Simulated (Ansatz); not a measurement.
AlF$_{3}$H$_{3}$P

The calculation's input:

```
crystal:
  periodic: [false, false, false]
  atoms:
    - { symbol: Al, position_ang: [0.104274, -0.573153, -0.402432] }
    - { symbol: F, position_ang: [-0.07687, 0.152589, 2.379654] }
    - { symbol: F, position_ang: [1.459907, 0.277781, -0.776311] }
    - { symbol: F, position_ang: [-1.340296, -0.000286, -0.935643] }
    - { symbol: P, position_ang: [0.195227, -2.549382, 0.75655] }
    - { symbol: H, position_ang: [-0.695617, -3.31404, -0.021429] }
    - { symbol: H, position_ang: [1.398436, -3.066536, 0.238565] }
    - { symbol: H, position_ang: [-0.087561, -0.726573, 2.622647] }
basis:
  gaussian: { orbitals: def2-SVP }
hamiltonian:
  xc: hf
relax:
  f_tol: 0.03
  max_steps: 50
output:
  orbitals: {}
```

Run with:

```sh
ansatz run input.yaml --threads 1 --pin off --max-ram 2048MiB --backend cpu --events-out ev --progress --plain --runs-dir out
```

The fields are those of the run's last geometry, not of the input's.

All numbers below come from RHF/def2-SVP in Ansatz 0.2.0.

Predict the electron density and electron localisation function between the atoms.

Answer. Al–F (1.65 Å): the density is about 0.83 e/Å³ at the midpoint; the ELF peaks at about 0.85 in the valence shell of F, 0.6 Å from its nucleus, and is about 0.30 at the midpoint.

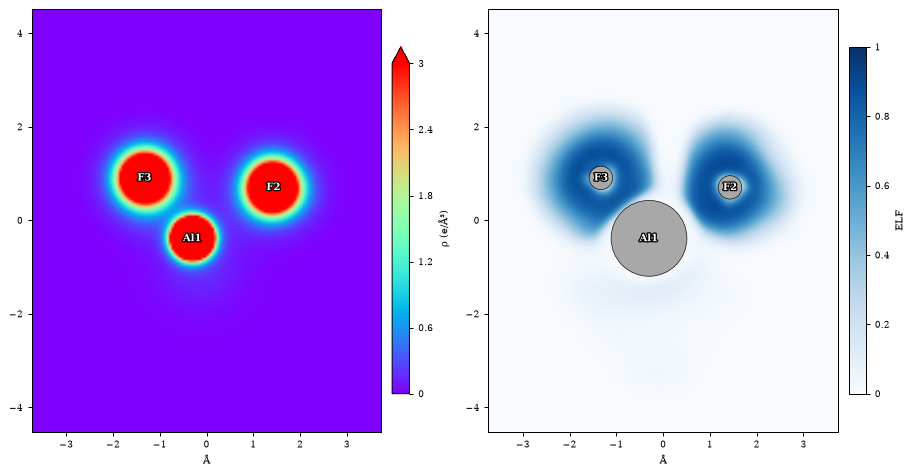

Computed electron density and electron localisation function on the plane of atoms F2, Al1 and F3, in this order. Grey discs cover the atomic cores in the ELF map. 
